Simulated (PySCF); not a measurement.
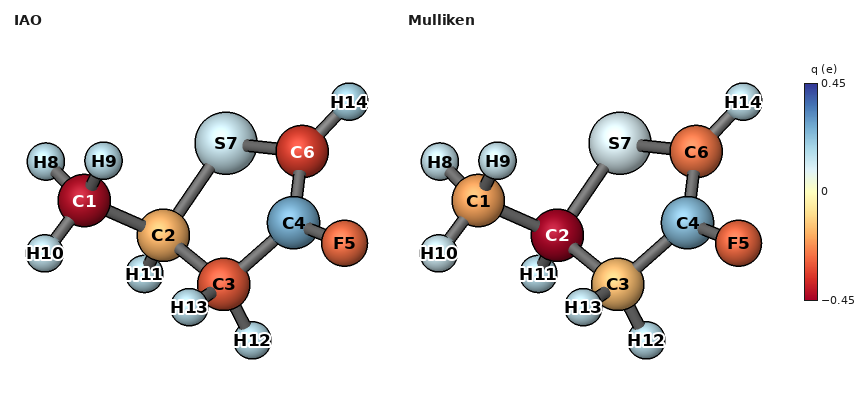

Atomic charges of one calculation by 2 schemes, on one colour scale. The geometry was computed by an optimisation with GFN2-xTB. No frequency run is at hand to confirm it as a minimum. Method: PBE0/pcSseg-1 (PySCF 2.14.0).

On which atom do the schemes disagree most?

Answer. On C2 (from −0.44 to −0.16 e).

List the charges (e), one line for each set of equivalent atoms.

```json
{"atom": "C1", "IAO": "−0.42", "Mulliken": "−0.19"}
{"atom": "C2", "IAO": "−0.16", "Mulliken": "−0.44"}
{"atom": "C3", "IAO": "−0.29", "Mulliken": "−0.15"}
{"atom": "C4", "IAO": "0.26", "Mulliken": "0.24"}
{"atom": "F5", "IAO": "−0.27", "Mulliken": "−0.27"}
{"atom": "C6", "IAO": "−0.34", "Mulliken": "−0.25"}
{"atom": "S7", "IAO": "0.13", "Mulliken": "0.09"}
{"atom": "H8", "IAO": "0.15", "Mulliken": "0.13"}
{"atom": "H9", "IAO": "0.15", "Mulliken": "0.12"}
{"atom": "H10", "IAO": "0.14", "Mulliken": "0.12"}
{"atom": "H11", "IAO": "0.16", "Mulliken": "0.16"}
{"atom": "H12", "IAO": "0.16", "Mulliken": "0.15"}
{"atom": "H13", "IAO": "0.16", "Mulliken": "0.14"}
{"atom": "H14", "IAO": "0.18", "Mulliken": "0.14"}
```
